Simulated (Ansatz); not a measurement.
# singlet BHClO+ at 6 levels

We compute a comparison of 6 runs (B2PLYP/STO-3G, B3LYP/STO-3G, BLYP/STO-3G, RPA@PBE/STO-3G, BCCD(T)/STO-3G, CCSDTQ/STO-3G) of singlet BHClO+. 

Program for the calculation: Ansatz 0.2.0.

62 further runs of the same task are left out: 62 set aside as unsound or not needed.

**1. Starting point**

The species is BHClO+ (4 atoms), meant as a singlet with charge +1. SMILES of the parent species: `O[B]Cl`. The shape is that of a PBE0-D4/def2-TZVP optimisation. That shape belongs to the parent species and isn't relaxed for this state.

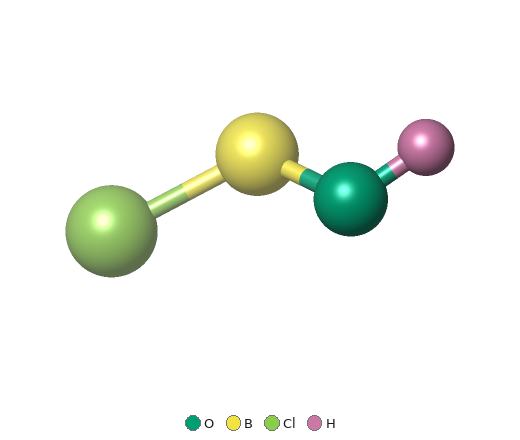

The structure, seen from a chosen angle (oxygen teal, boron yellow, chlorine green, hydrogen pink).

**2. A single-point energy at B2PLYP/STO-3G (run 1)**

The input, job.yaml:

```yaml
crystal:
  periodic: [false, false, false]
  atoms:
    - {symbol: O, position_ang: [0.545600, 0.191100, -0.589300]}
    - {symbol: B, position_ang: [-0.429900, 0.065600, 0.312600]}
    - {symbol: Cl, position_ang: [-0.557200, -1.323200, 1.352900]}
    - {symbol: H, position_ang: [0.497000, 1.006200, -1.096500]}
basis:
  gaussian: {orbitals: STO-3G}
total_charge: 1
hamiltonian: {xc: {name: B2PLYP}}
correlation: {frozen_orbitals: {B: 1, Cl: 5, H: 0, O: 1}}
accuracy: high
```

On the command line:

```sh
$ ansatz run job.yaml --threads 1 --pin off --max-ram 2610MiB --events-out events.jsonl --progress --plain --runs-dir runs
```

Output:

```text
Warning: RAYON_NUM_THREADS=1 ignored (pool sized by the plan → 1); use --threads N
Functional definition: B2PLYP
  name "B2PLYP"
  parameter a = 0.53
  parameter c = 0.27
  exchange = (1 - a)*b88_x + a*exact_x
  correlation = (1 - c)*lyp_c + c*(mp2_os + mp2_ss)
349 factors; integrals over basis functions are off by at most 3.1e-8 eV
mean field evaluation 1: about -15067.5761 eV, gradient 3.7e1 eV
mean field evaluation 2: about -15067.5770 eV, gradient 3.7e1 eV
mean field evaluation 4: about -15072.6495 eV, gradient 4.9e0 eV
mean field evaluation 8: about -15072.7529 eV, gradient 9.9e-2 eV
mean field evaluation 16: about -15072.7530 eV, gradient 3.8e-6 eV
mean field -15072.75302528 eV, -553.9134570001 hartree, gradient 6.1e-8 eV, S^2 0.000000; 0 other end points of the search recorded, 0 dependent functions left out
7 core orbitals not correlated: weight in the atoms' cores, before any rotation towards them, 1.000 or more for the frozen orbitals, at most 0.000 for the correlated occupied ones
reference -15072.75304132 eV, -553.9134575896 hartree; 8, 8 occupied and 5, 5 virtual orbitals, 349 factors
second order -4.80586407 eV of doubles, -0.00000000 eV of singles
Total energy: -15074.05062462 eV, -553.9611428963 hartree
```

It took 1.3 s on 1 thread of Arm Neoverse V1, shared host; peak memory 0.094 GiB.

**3. The energy at B3LYP/STO-3G (run 2)**

The input, molecule.yaml:

```yaml
crystal:
  periodic: [false, false, false]
  atoms:
    - {symbol: O, position_ang: [0.545600, 0.191100, -0.589300]}
    - {symbol: B, position_ang: [-0.429900, 0.065600, 0.312600]}
    - {symbol: Cl, position_ang: [-0.557200, -1.323200, 1.352900]}
    - {symbol: H, position_ang: [0.497000, 1.006200, -1.096500]}
basis:
  gaussian:
    orbitals: STO-3G
accuracy: high
hamiltonian:
  xc: {name: B3LYP}
total_charge: 1
```

On the command line:

```sh
$ ansatz run molecule.yaml --threads 1 --pin off --max-ram 2610MiB --events-out events.jsonl --progress --plain --runs-dir runs
```

Output:

```text
Warning: RAYON_NUM_THREADS=1 ignored (pool sized by the plan → 1); use --threads N
Functional definition: B3LYP
  name "B3LYP"
  parameter a0 = 0.2
  parameter ax = 0.72
  parameter ac = 0.81
  exchange = (1 - a0 - ax)*slater_x + ax*b88_x + a0*exact_x
  correlation = (1 - ac)*vwn_rpa_c + ac*lyp_c
349 factors; integrals over basis functions are off by at most 3.1e-8 eV
mean field evaluation 1: about -15076.0554 eV, gradient 3.9e1 eV
mean field evaluation 2: about -15035.7265 eV, gradient 1.4e2 eV
mean field evaluation 4: about -15081.6005 eV, gradient 5.6e0 eV
mean field evaluation 8: about -15081.6750 eV, gradient 1.6e-2 eV
mean field evaluation 16: about -15081.6750 eV, gradient 6.6e-8 eV
mean field -15081.67498461 eV, -554.2413329580 hartree, gradient 6.6e-8 eV, S^2 0.000000; 0 other end points of the search recorded, 0 dependent functions left out
reference -15081.67500973 eV, -554.2413338812 hartree; 15, 15 occupied and 5, 5 virtual orbitals, 349 factors
Total energy: -15081.67500973 eV, -554.2413338812 hartree
```

Wall time 1 s (1 thread of Arm Neoverse V1, shared host); peak memory 0.091 GiB.

**4. A single-point energy at BLYP/STO-3G (run 3)**

The input, in.yaml:

```yaml
crystal:
  periodic: [false, false, false]
  atoms:
    - {symbol: O, position_ang: [0.545600, 0.191100, -0.589300]}
    - {symbol: B, position_ang: [-0.429900, 0.065600, 0.312600]}
    - {symbol: Cl, position_ang: [-0.557200, -1.323200, 1.352900]}
    - {symbol: H, position_ang: [0.497000, 1.006200, -1.096500]}
basis:
  gaussian:
    orbitals: STO-3G
total_charge: 1
hamiltonian:
  xc: {name: BLYP}
accuracy: high
```

On the command line:

```sh
$ ansatz run in.yaml --threads 1 --pin off --max-ram 2610MiB --events-out events.jsonl --progress --plain --runs-dir runs
```

Output:

```text
Warning: RAYON_NUM_THREADS=1 ignored (pool sized by the plan → 1); use --threads N
Functional definition: BLYP
  name "BLYP"
  parameter beta = 0.0042
  parameter a = 0.04918
  parameter b = 0.132
  parameter c = 0.2533
  parameter d = 0.349
  exchange = b88_x(beta = beta)
  correlation = lyp_c(a = a, b = b, c = c, d = d)
349 factors; integrals over basis functions are off by at most 3.1e-8 eV
mean field evaluation 1: about -15073.9213 eV, gradient 4.0e1 eV
mean field evaluation 2: about -14998.9577 eV, gradient 1.7e2 eV
mean field evaluation 4: about -15079.7817 eV, gradient 4.9e0 eV
mean field evaluation 8: about -15079.8166 eV, gradient 2.9e-1 eV
mean field evaluation 16: about -15079.8169 eV, gradient 3.6e-6 eV
mean field -15079.81687363 eV, -554.1730486388 hartree, gradient 1.0e-7 eV, S^2 0.000000; 0 other end points of the search recorded, 0 dependent functions left out
reference -15079.81690812 eV, -554.1730499066 hartree; 15, 15 occupied and 5, 5 virtual orbitals, 349 factors
Total energy: -15079.81690812 eV, -554.1730499066 hartree
```

Run time: 0.97 s. Hardware: 1 thread of Arm Neoverse V1, shared host; peak memory 0.091 GiB.

Runs 4 to 5 aren't shown in full; the table further down has their settings and results.

**5. A single-point energy at CCSDTQ/STO-3G (run 6)**

in.yaml: that of step 4 with these lines changed.

```diff
@@ -11,4 +11,7 @@
 total_charge: 1
-hamiltonian:
-  xc: {name: BLYP}
+correlation:
+  method: ccsdtq
+  frozen_orbitals: {B: 1, Cl: 5, H: 0, O: 1}
 accuracy: high
+scf:
+  omitted_lower_state_checks: [cluster_reference, increment]
```

On the command line:

```sh
$ ansatz run in.yaml --threads 1 --pin off --max-ram 2610MiB --events-out events.jsonl --progress --plain --runs-dir runs
```

Output:

```text
Warning: RAYON_NUM_THREADS=1 ignored (pool sized by the plan → 1); use --threads N
[... 11 lines left out ...]
7 core orbitals not correlated: weight in the atoms' cores, before any rotation towards them, 1.000 or more for the frozen orbitals, at most 0.000 for the correlated occupied ones
[... 32 lines left out ...]
Total energy: -15055.49650687 eV, -553.2792916455 hartree
Checks for a lower state left out: cluster_reference, increment
```

Wall time 6.6 s (1 thread of Arm Neoverse V1, shared host); peak memory 0.12 GiB.

**6. The series**

```tsv
run	level	frozen core orbitals	energy (Eh)	wall time
1	B2PLYP/STO-3G	7	-553.961143	1.3 s
2	B3LYP/STO-3G	–	-554.241334	1 s
3	BLYP/STO-3G	–	-554.173050	0.97 s
4	RPA@PBE/STO-3G	7	-553.344427	1.5 s
5	BCCD(T)/STO-3G	7	-553.278400	0.2 s
6	CCSDTQ/STO-3G	7	-553.279292	6.6 s
```

**7. Outcome**

| quantity | value |
| --- | --- |
| run 6: total energy | -553.27929 Eh |
| run 6: correlation energy (7 core orbitals frozen) | -145.9 mEh |
| run 6: T1 diagnostic | 0.026 |

In words: Totals of different functionals can't be ranked against each other. In runs 1, 2, 3, 4, 5, 6 the basis is minimal, so the values are rough. All runs together took 12 s, the longest 6.6 s.
